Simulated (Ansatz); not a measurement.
## ZnS: response to strain

The parent structure is ZnS in the wurtzite structure (space group P6_3mc, No. 186; a = 3.845 Å, c = 6.306 Å). Axes: x lies along a and z along c of the hexagonal cell.

Strains are applied to the cell and any free atomic positions relax; under biaxial strain the out-of-plane vector relaxes too.

All numbers come from Ansatz (a program for electronic structure) PBE, no spin-orbit coupling.

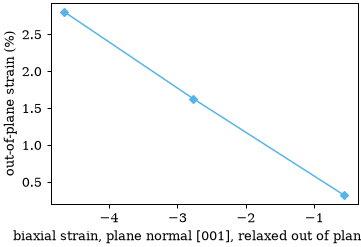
Fig. 1. Out-of-plane strain against biaxial strain, plane normal [001], relaxed out of plane

```tsv
biaxial strain, plane normal [001], relaxed out of plane (%)	out-of-plane strain
-4.65	+2.80 %
-2.77	+1.63 %
-0.57	+0.33 %
```

Stability against distortions was not tested.
